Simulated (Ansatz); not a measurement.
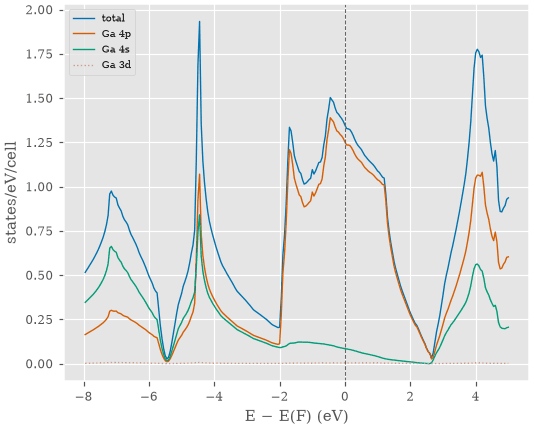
Figure: Total and projected density of states of Ga (diamond, space group No. 227), PBE (plane waves, PAW; program Ansatz)

Task: Which orbitals carry the states next to the Fermi level?

Result: Within 0.5 eV of the Fermi level: Ga 4p 93 %, Ga 4s 6 %. Projections are on Löwdin-orthogonalised atomic valence shells; empty p or d shells of many metals are not among them.

Task: Where is the tallest occupied peak in this window, and what makes it?

Result: Near -4.4 eV, about 1.9 states/eV per cell; the largest projected share is Ga 4p.

Space group Fd-3m (diamond). The start of the workflow was typed in or built on a structure type; neither database checked (COD, Materials Project) lists it. It is not the phase usual at ambient conditions (space group No. 64). The PBE relaxation kept the symmetry of its start; its stability against distortions is not shown here. The volume moved by -17 % from the start of the relaxation. Scalar-relativistic: spin–orbit coupling is off unless named, which matters more the heavier the elements.

Potentials: the earlier of the program's two PAW sets.
